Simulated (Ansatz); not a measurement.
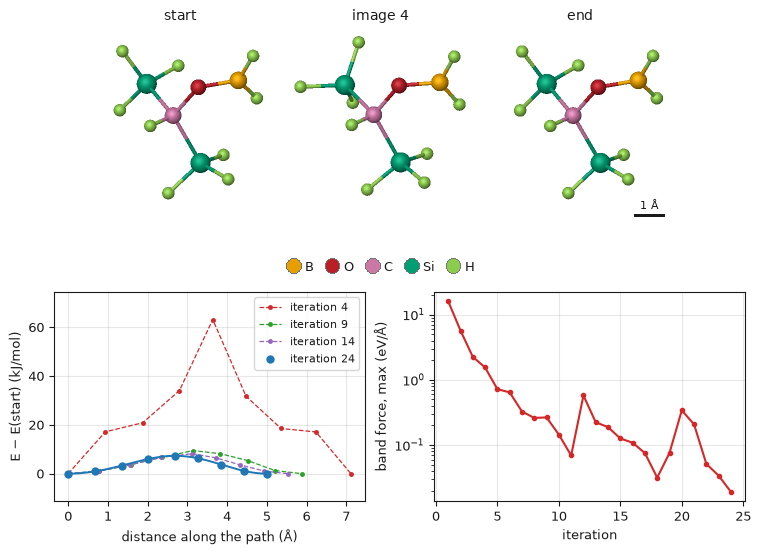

A search for the minimum-energy path of CH₉BOSi₂ by the nudged elastic band. Images are numbered from 0 (start) to 8 (end). The plot follows the band through its iterations. A ball-and-stick model, seen at a tilt.

Computed with RKS BLYP-D4/6-31G (Ansatz). Settings: 7 movable images; climbing image; force threshold 0.03 eV/Å; iteration limit 33; starting path through a guess of the saddle point.

**How did the profile develop, and is the result final?**

The result is final at these settings. The band converged in 24 iterations. The largest component of the band force went from 16 to 0.019 eV/Å. The climbing image converged on the top of the path. Its vibrational analysis gives one imaginary mode (122i cm⁻¹), as a transition state must have. The first iteration put the highest image at 801.6 kJ/mol. The two ends have the same energy, and the highest point, image 4, lies 7.3 kJ/mol above the start.
